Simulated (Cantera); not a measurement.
Feed: 1 mol Ti, a varied amount of C3H8, at 1052 °C and 13.3 mbar.

Method: chemical equilibrium by Gibbs-energy minimisation in Cantera with the NASA 1993 tables (ideal gas, pure condensed phases). Candidate condensed phases: C, C6H6, C7H8, C8H18, Ti, TiC; 77 gas species. Mutual solubility and eutectic melting of coexisting phases are not modelled. TiC: taken at fixed stoichiometry. Condensed phases not in the tables: N, O or C dissolved in the metal. The numbers say what is thermodynamically allowed, not how fast it happens.

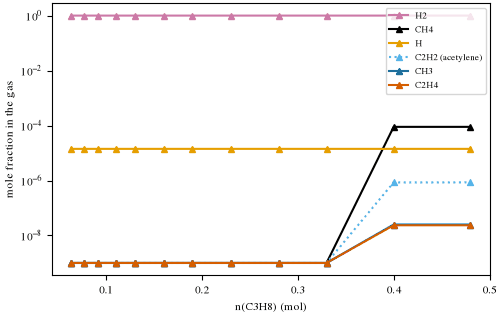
Equilibrium gas composition (values under 1e-9 drawn at 1e-9)

### Question
Read off the mole fractions at 0.4 mol C3H8.

### Answer
H2 about 1.00, CH4 about 8.9e-5, H about 1.4e-5, C2H2 (acetylene) about 8.5e-7, CH3 about 2.5e-8, C2H4 about 2.4e-8.
